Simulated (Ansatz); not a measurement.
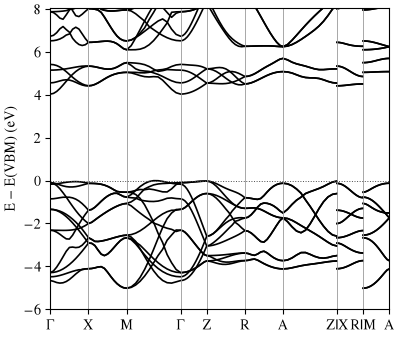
Fig. 1. Band structure from DFT-PBE in the program Ansatz with PAW potentials

### Question
Read off the gap and where the band edges lie.

### Answer
About 4.0 eV (4.03 eV by a search for the band edges); maximum on the M–Γ line, 54 % of the way from M, minimum at Γ.

The material is ZrO$_{2}$ in space group P4_2/nmc (No. 137; Zr on 2a, O on 4d).

This is a known high-temperature phase of the composition, computed here at zero pressure and temperature. The PBE relaxation kept the symmetry of its start; whether a distortion lowers the energy is not shown. The run is not spin-polarised. Scalar-relativistic: spin–orbit coupling is off unless named, which matters more the heavier the elements.

Potentials: the later of the program's two PAW sets.
